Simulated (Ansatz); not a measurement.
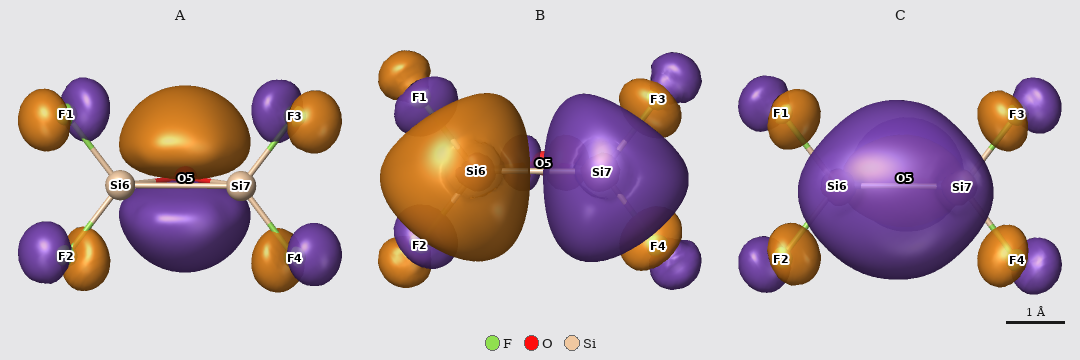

Figure. F$_{4}$OSi$_{2}$. Three frontier orbitals at ±0.08 Å⁻³ᐟ² (orange and purple are the two phases), in no order.

Geometry: r2SCAN-D4/def2-SVP.

All numbers below come from Ansatz 0.2.0, isolated molecule in a Gaussian basis; Kohn-Sham density functional theory, functional PBE0.

```xyz
7

F    -3.9373    0.1568    0.6642
F    -2.0665   -1.2541    1.6750
F    -1.4950    1.1348   -2.4903
F     0.3756   -0.2763   -1.4791
O    -2.2313   -1.1483   -1.0939
Si   -2.4480   -0.3693    0.3948
Si   -1.1558    0.1482   -1.2742
```

Question: Which picture is the HOMO−1, the HOMO and the LUMO?

Answer: A is the HOMO−1 (−11.19 eV). It lies mainly on O5 (about 65 %); largely a lone pair of O5. C is the HOMO (−8.78 eV). Its weight (Hirshfeld) is mainly on Si7 (about 30 %), Si6 (about 30 %) and O5 (about 30 %). B is the LUMO (−1.83 eV). By Hirshfeld shares it lies mainly on Si7 (about 35 %), Si6 (about 35 %), F1 (about 5 %), F2 (about 5 %), F4 (about 5 %) and F3 (about 5 %).

Question: What is the HOMO–LUMO gap?

Answer: 6.95 eV between the orbital energies.
